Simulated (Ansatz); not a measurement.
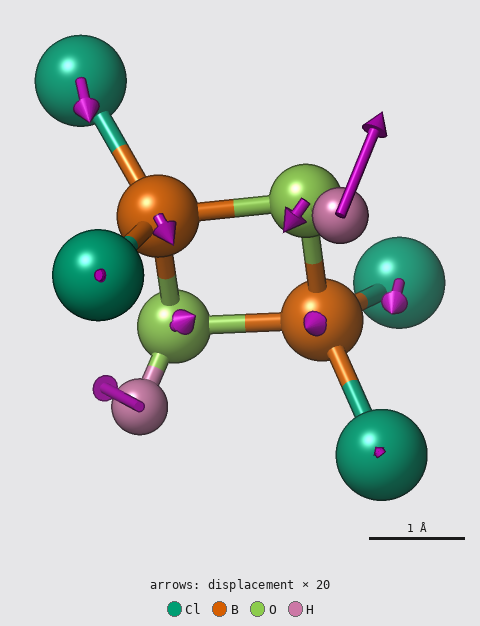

A relaxation of B2H2O2Cl4. The starting structure is drawn; purple arrows show the displacements, magnified 20 times. The two geometries are superimposed by the best rigid fit.

A ball-and-stick model, seen from a free direction.

The start comes from PBE-D4/def2-SVP.

The calculation used RKS PBE0-D4/def2-TZVP in Ansatz.

The input:
```yaml
crystal:
  periodic: [false, false, false]
  atoms:
    - {symbol: Cl, position_ang: [0.929058, -2.532574, -0.182904]}
    - {symbol: B, position_ang: [-0.070286, -1.105777, 0.212334]}
    - {symbol: Cl, position_ang: [-1.582855, -1.388358, 1.178310]}
    - {symbol: O, position_ang: [0.773894, 0.062357, 0.817778]}
    - {symbol: B, position_ang: [0.362986, 0.996213, -0.366296]}
    - {symbol: Cl, position_ang: [-0.832602, 2.251931, 0.176106]}
    - {symbol: Cl, position_ang: [1.772364, 1.557966, -1.308957]}
    - {symbol: O, position_ang: [-0.359256, -0.215714, -1.039568]}
    - {symbol: H, position_ang: [0.408278, 0.373010, 1.672944]}
    - {symbol: H, position_ang: [-1.318582, -0.050155, -1.156848]}
basis:
  gaussian: {orbitals: def2-TZVP}
hamiltonian: {xc: pbe0, dispersion: d4}
relax: {f_tol: 0.005, max_steps: 150}
```

Run as
```bash
ansatz run in.yaml --threads 4 --pin off --events-out ev --progress --plain --max-ram 11315MiB
```

> Which element moves most?

Hydrogen: up to 0.064 Å, against 0.032 Å for chlorine.

> Describe the change and its energy.

The energy falls by 0.90 kcal/mol in 7 geometry steps. Largest force component: 0.65 eV/Å at the start, 0.002 eV/Å at the end. The largest moves after the best rigid fit, 0.064 Å, are those of H9 and H10. Largest moves by element: H 0.064 Å, Cl 0.032 Å, O 0.021 Å, B 0.020 Å. Some distances before and after: B2–O4 1.563 → 1.542 Å, O4–H9 0.981 → 0.966 Å, B2–Cl3 1.817 → 1.803 Å, B5–Cl7 1.786 → 1.777 Å. Among the angles between lasting bonds that change: B2–O4–H9 111.9° → 114.5°. The run took 56 s on 4 threads of Intel Xeon Platinum 8488C, with other jobs on the host.
